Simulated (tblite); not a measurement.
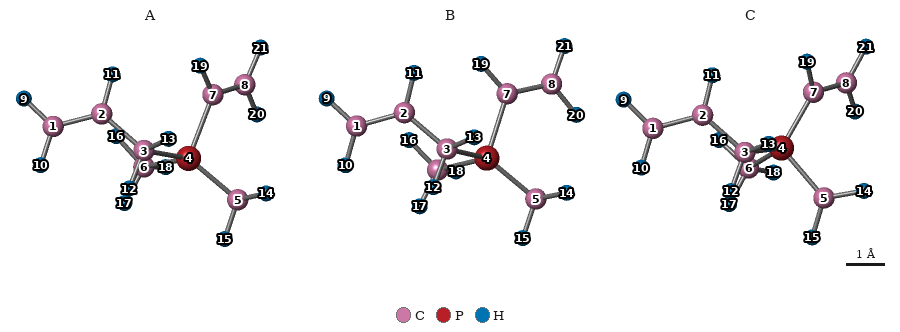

3 geometries from one relaxation of C7H13P, in shuffled order. Style: ball-and-stick. Shown at a tilt.

Computed with GFN2-xTB geometry optimisation, gas phase in tblite 0.8.0. 

Order the frames from highest to lowest energy.

Answer. C, A, B. They are steps 0, 36, 149, at +35.1 kcal/mol, +0.68 kcal/mol relative to the last. The atom that moves furthest after the best rigid fit is H20 (0.96 Å). Largest moves by element: H 0.96 Å, C 0.60 Å, P 0.30 Å. Some distances before and after: C3–P4 1.757 → 1.912 Å, P4–C7 1.707 → 1.806 Å, P4–C6 1.762 → 1.824 Å, P4–C5 1.739 → 1.701 Å. Bond angles that change, for instance: C3–P4–C5 101.9° → 128.7°, C3–P4–C7 115.1° → 100.6°, C3–P4–C6 112.7° → 101.1°. Groups turn about P4–C7 by about 45°. The energy falls by 35.1 kcal/mol in 149 geometry steps.
